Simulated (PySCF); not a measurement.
**quartet HS: levels of theory compared**

Wanted: a comparison of 6 runs (UPBE/6-31G*, UPBE0/6-31G*, USVWN5/6-31G*, UMP2/6-31G*, UCISD/6-31G*, UCCSD(T)/6-31G*) of quartet HS. Input form: a Python script.

The calculation is run with PySCF 2.14.0.

12 further runs of the same task are left out: 1 that didn't finish, 11 set aside as unsound or not needed.

## 1. The molecule

HS has 2 atoms, charge 0, and is taken as a quartet. SMILES of the parent species: `[SH]`. The shape is that of a PBE0-D4/def2-TZVP optimisation. That shape belongs to the parent species and isn't relaxed for this state.

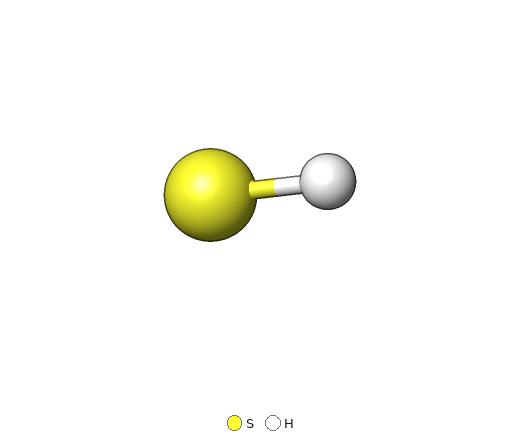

The structure, seen from a chosen angle (sulfur yellow, hydrogen white).

## 2. A single-point energy at UPBE/6-31G(d) (spherical functions) (run 1)

The input, mol.xyz:

```xyz
2

S      0.574560    -0.187810     0.295460
H     -0.574560     0.187810    -0.295460
```

The input, input.py:

```python
from pyscf import gto, dft

mol = gto.M(
    atom='mol.xyz',
    max_memory=1860,
    spin=3,
    charge=0,
    basis='6-31g*',
    verbose=3,
)

mf = dft.UKS(mol)
mf.xc = 'pbe'
mf.conv_tol = 1e-10
mf.grids.level = 5
mf.kernel()
if not mf.converged:
    mf = mf.newton().run(mf.mo_coeff, mf.mo_occ)

energy = mf.e_tot
print(f'total energy: {energy:.8f} hartree')
```

Launch:

```
OMP_NUM_THREADS=1 python input.py
```

Output:

```text
WARN: HOMO 0.00039557453380934 >= LUMO -0.269184483076212

WARN: HOMO -0.0127665316390311 >= LUMO -0.250779233256762

WARN: HOMO -0.0127975172033064 >= LUMO -0.22692699484193

WARN: HOMO -0.0151478561680323 >= LUMO -0.229425016998654

WARN: HOMO -0.0147676674761752 >= LUMO -0.228865909820171

WARN: HOMO -0.0147445283705911 >= LUMO -0.228828078120052

WARN: HOMO -0.0147614518729879 >= LUMO -0.228840655395393

WARN: HOMO -0.0147607711672242 >= LUMO -0.22884018500036

WARN: HOMO -0.0147608452918204 >= LUMO -0.228840093621413

converged SCF energy = -398.320137788575  <S^2> = 3.7510639  2S+1 = 4.0005319
total energy: -398.32013779 hartree
```

Run time: 2.2 s. Hardware: 1 thread of AMD EPYC 7R43 (Zen 3), shared host; peak memory 0.17 GiB.

## 3. The energy at UPBE0/6-31G(d) (spherical functions) (run 2)

The input, calc.py:

```python
from pyscf import gto, dft

molecule = gto.Mole()
molecule.atom = [
    ('S', (0.574560, -0.187810, 0.295460)),
    ('H', (-0.574560, 0.187810, -0.295460)),
]
molecule.max_memory = 1860
molecule.basis = '6-31g*'
molecule.verbose = 3
molecule.spin = 3
molecule.build()

mf = dft.UKS(molecule, xc='pbe0')
mf.conv_tol = 1e-10
mf.grids.level = 5
mf.kernel()
if not mf.converged:
    mf = mf.newton().run(mf.mo_coeff, mf.mo_occ)

e_tot = mf.e_tot
print('E(%s) = %.9f' % ('PBE0', e_tot))
```

Launch:

```
OMP_NUM_THREADS=1 python calc.py
```

Output:

```text
WARN: HOMO 0.0258490821221777 >= LUMO -0.287361387957168

WARN: HOMO -0.0621940667559844 >= LUMO -0.214767285537851

WARN: HOMO -0.0534988486430719 >= LUMO -0.181906171939208

WARN: HOMO -0.0554891705460054 >= LUMO -0.182841065539003

WARN: HOMO -0.055287629416285 >= LUMO -0.182497997495379

WARN: HOMO -0.0552784446242538 >= LUMO -0.182491376409042

WARN: HOMO -0.0552996461150279 >= LUMO -0.182498920155397

WARN: HOMO -0.0552982469145284 >= LUMO -0.182497015716776

WARN: HOMO -0.0552984416441855 >= LUMO -0.182497267098702

converged SCF energy = -398.357382195951  <S^2> = 3.7517121  2S+1 = 4.000856
E(PBE0) = -398.357382196
```

Run time: 2.1 s. Hardware: 1 thread of AMD EPYC 7R43 (Zen 3), shared host; peak memory 0.18 GiB.

Runs 3 to 5 aren't shown in full; the table further down has their settings and results.

## 4. A single-point energy at UCCSD(T)/6-31G(d) (spherical functions) (run 6)

The input, run.py:

```python
from pyscf import gto, cc

mol = gto.M(
    atom='''
S      1.085761    -0.354909     0.558338
H     -1.085761     0.354909    -0.558338
''',
    unit='bohr',
    verbose=3,
    basis='6-31g*',
    max_memory=1860,
    spin=3,
    charge=0,
)

hf = mol.UHF()
hf.conv_tol = 1e-10
hf.kernel()
if not hf.converged:
    hf = hf.newton().run(hf.mo_coeff, hf.mo_occ)

mycc = cc.CCSD(hf, frozen=5)
mycc.kernel()
e_t = mycc.ccsd_t()
e_final = mycc.e_tot + e_t
print('Final energy', e_final)
```

Launch:

```
OMP_NUM_THREADS=1 python run.py
```

Output:

```text
WARN: HOMO 0.132457575433611 >= LUMO -0.298873861733615

converged SCF energy = -397.862246267957  <S^2> = 3.7555162  2S+1 = 4.0027572
E(UCCSD) = -397.9619076515161  E_corr = -0.0996613835591738
UCCSD(T) correction = -0.00148403452977084
Final energy -397.9633916860459
```

Run time: 1.1 s. Hardware: 1 thread of AMD EPYC 7R43 (Zen 3), shared host; peak memory 0.11 GiB.

## 5. Overview of the runs

```
run                                  level  integration grid  frozen core orbitals  energy (Eh)  dipole moment (D) of the reference  HOMO energy (eV)   ⟨S²⟩  wall time
  1      UPBE/6-31G* (spherical functions)                 5                     –  -398.320138                                0.61             -0.40  3.751      2.2 s
  2     UPBE0/6-31G* (spherical functions)                 5                     –  -398.357382                                0.63             -1.50  3.752      2.1 s
  3    USVWN5/6-31G* (spherical functions)                 5                     –  -397.094128                                0.64             -0.31  3.750      1.6 s
  4      UMP2/6-31G* (spherical functions)                 –                     5  -397.942101                                0.62             -4.22  3.756     0.97 s
  5     UCISD/6-31G* (spherical functions)                 –                     5  -397.959647                                0.62             -4.22  3.756     0.93 s
  6  UCCSD(T)/6-31G* (spherical functions)                 –                     5  -397.963392                                0.62             -4.22  3.756      1.1 s
```

## 6. Summary of results

| quantity | value |
| --- | --- |
| run 6: total energy | -397.96339 Eh |
| run 6: dipole moment (Hartree–Fock density) | 0.62 D |
| run 6: HOMO energy (Hartree–Fock orbitals) (highest over α and β) | -4.22 eV |
| run 6: LUMO energy (Hartree–Fock orbitals) (lowest over α and β) | -0.19 eV |
| run 6: correlation energy (5 core orbitals frozen) | -101.1 mEh |
| run 6: (T) correction | -1.48 mEh |
| run 6: ⟨S²⟩ of the reference determinant | 3.756 |
| run 6: T1 diagnostic | 0.009 |

Over runs 1, 2, 3 the dipole moment (its size) runs from 0.61 D (UPBE/6-31G*) to 0.64 D (USVWN5/6-31G*). Totals of different functionals can't be ranked against each other. All runs together took 8.9 s, the longest 2.2 s.
